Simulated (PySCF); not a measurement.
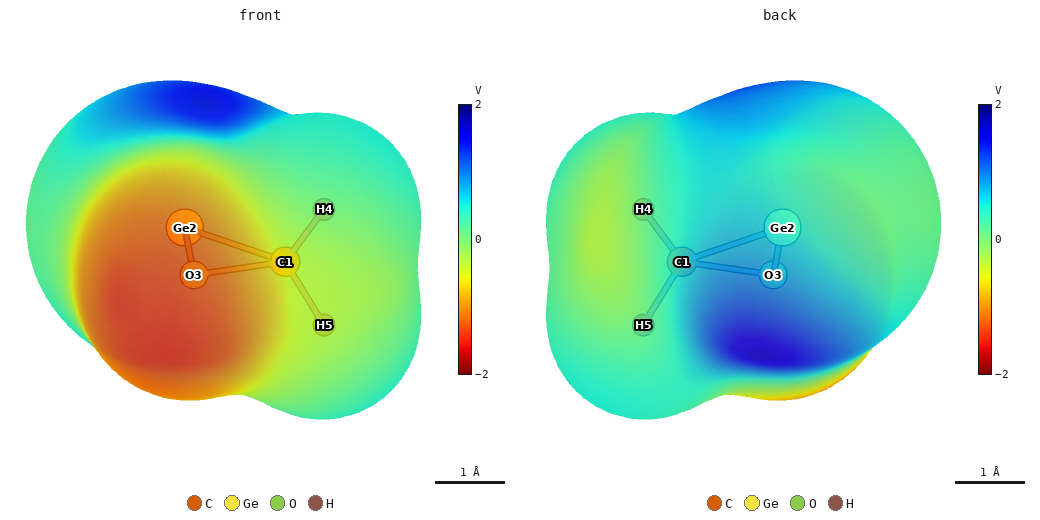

Figure 1: CH2GeO (SMILES [CH2]1[O][Ge]1). The molecular electrostatic potential painted on the density surface at 0.001 e/bohr³, seen from the front and from behind; the colour scale runs from red (negative) to blue (positive).

Geometry: PBE0-D4/def2-SVP.

Computed with Gaussian-basis quantum chemistry of an isolated molecule with PySCF, energy and nuclear gradient, functional PBE0 (PySCF 2.14.0).

```json
{"atom": "C", "x (Å)": "-1.0339", "y (Å)": "-1.4104", "z (Å)": "0.9000"}
{"atom": "Ge", "x (Å)": "0.9258", "y (Å)": "-1.2591", "z (Å)": "0.9478"}
{"atom": "O", "x (Å)": "-0.3212", "y (Å)": "-1.5912", "z (Å)": "-0.3226"}
{"atom": "H", "x (Å)": "-1.6737", "y (Å)": "-0.5154", "z (Å)": "0.9284"}
{"atom": "H", "x (Å)": "-1.5433", "y (Å)": "-2.3131", "z (Å)": "1.2697"}
```

Which sites attract a positive test charge, and which a negative one?

Answer. A positive charge is drawn to the negative regions and a negative charge to the positive ones. The most negative region (about −1.4 V) lies over O3, the most positive (about +1.6 V) over Ge2. O3 is the likeliest acceptor of a hydrogen bond.

How polar is the molecule by this calculation?

Answer. Its dipole moment is 1.91 D.
